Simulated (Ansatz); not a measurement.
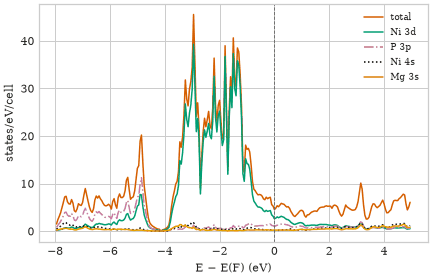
*Total and projected density of states of MgNi₂P in space group Pnma (No. 62; Mg on 4c, Ni on 8d, P on 4c), r²SCAN (plane waves, PAW; program Ansatz)*

**Question.** Which orbitals carry the states next to the Fermi level?

**Answer.** Within 0.5 eV of the Fermi level: Ni 3d 58 %, P 3p 21 %, outside the projected shells 11 %. Projections are on Löwdin-orthogonalised atomic valence shells; empty p or d shells of many metals are not among them.

**Question.** Where is the tallest occupied peak in this window, and what makes it?

**Answer.** Near -2.9 eV, about 46 states/eV per cell; the largest projected share is Ni 3d.

The workflow started from a Materials Project entry (that database holds measured and hypothetical structures alike); the Crystallography Open Database copy checked does not list it. Its standing as an ambient phase is unchecked. Symmetry was held in the r²SCAN relaxation; its stability against distortions is not shown here. No spin polarisation was allowed.

Potentials: the later of the program's two PAW sets.
